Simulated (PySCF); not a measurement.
## Electronic structure of ClH₇OSi₃ in real space

The calculation's input:

```
{"job": {"kind": "uv", "xc": "B3LYP", "basis": "def2-SVPD", "nstates": 8, "ntriplets": 3}, "charge": 0, "multiplicity": 1}
Si    -2.221394     0.711651     0.228718
O     -1.058429    -0.396393     0.033627
Si     0.338207    -1.162483    -0.270446
Si     2.021939     0.254189     0.417749
Cl     3.805555    -0.714309     0.333247
H     -3.133375     0.558405    -0.900796
H     -1.573668     2.023151     0.235579
H     -2.848013     0.399119     1.509292
H      0.327318    -1.454662    -1.710295
H      0.215658    -2.429012     0.460568
H      2.207163     1.463742    -0.396887
H      1.920237     0.745916     1.798336
```

Launched as:

```sh
OMP_NUM_THREADS=1 python probes_run.py task.json out
```

Geometry: GFN2-xTB.

Theory: PySCF, B3LYP/def2-SVPD, SCF density, gas phase.

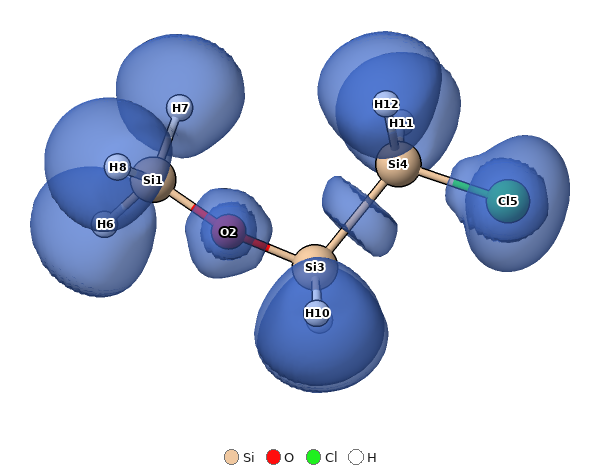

Figure 1. Isosurface of the electron localisation function at 0.8 (blue), seen across its widest extent. Only the valence region is drawn (cores and ρ < 0.01 e/Å³ removed).

Question: Where are the electrons localised?

Answer: The surface consists of one region between bonded Si–Si atoms (shared pairs), seven regions around hydrogen nuclei, one region on Cl in which the atom's valence shell and bonds are merged and one region wrapped around O (its lone pairs, merged into a ring or cap). Along the contacts the grid gives the following. Si–O (1.62 Å): the ELF peaks at about 0.85 between the atoms, as expected for a short, strongly polar bond. Si–Cl (2.03 Å): the ELF peaks at about 0.90 between the atoms: a shared but strongly polarised pair.

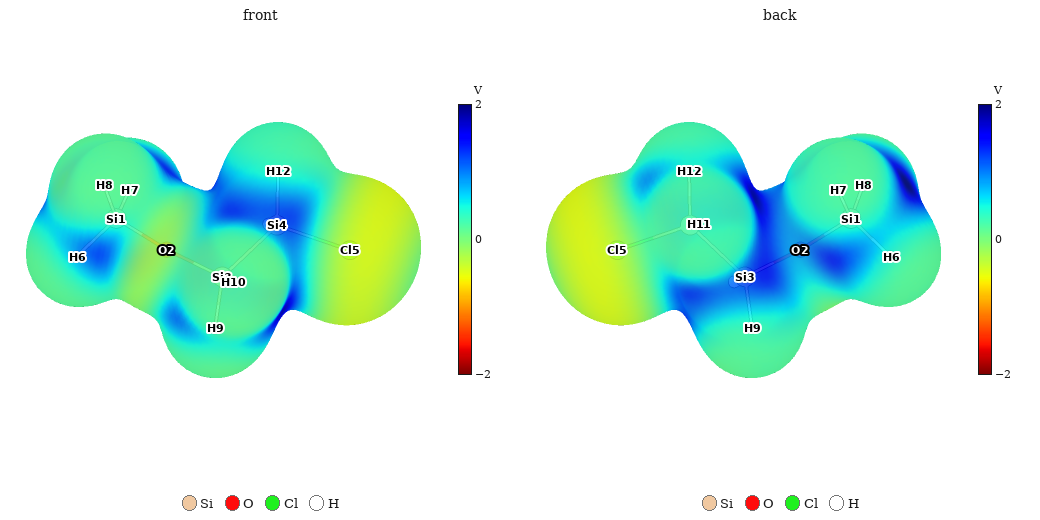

Figure 2. The molecular electrostatic potential painted on the density surface at 0.002 e/bohr³, seen from the front and from behind; red is negative and blue positive.

Question: Which sites attract a positive test charge, and which a negative one?

Answer: A positive charge is drawn to the negative regions and a negative charge to the positive ones. The most negative region (about −0.5 V) lies over Cl5, the most positive (about +1.8 V) over Si1, Si3 and Si4.

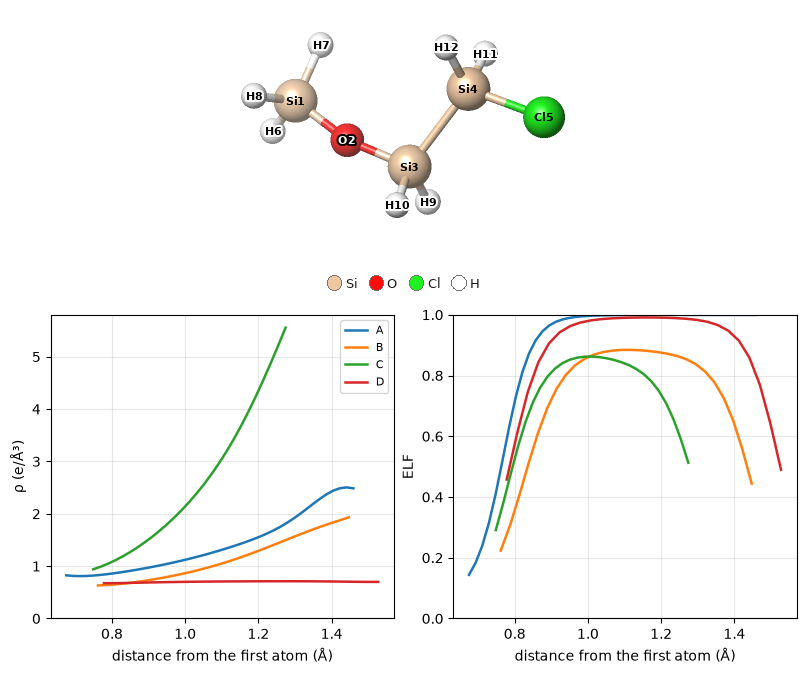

Figure 3. Electron density and ELF along straight lines between neighbouring atoms. The curves leave out the atomic cores. The structure is drawn too.

Question: Which curve belongs to which contact (Si–Cl, Si–H, Si–O and Si–Si)? The first atom named is at distance zero.

Answer: Curve A: Si–H (1.46 Å): ρ is about 0.81 e/Å³ halfway; the ELF climbs to about 1 towards the hydrogen, as it does in any bond to H. Curve B: Si–Cl (2.03 Å): ρ is about 0.89 e/Å³ halfway; the ELF peaks at about 0.90 between the atoms; a shared but strongly polarised pair. Curve C: Si–O (1.62 Å): ρ at the midpoint is about 1.1 e/Å³; the ELF peaks at about 0.85 between the atoms: a polar covalent bond. Curve D: Si–Si (2.31 Å): the density is about 0.71 e/Å³ at the midpoint; the ELF peaks at about 1 between the atoms: a shared electron pair.
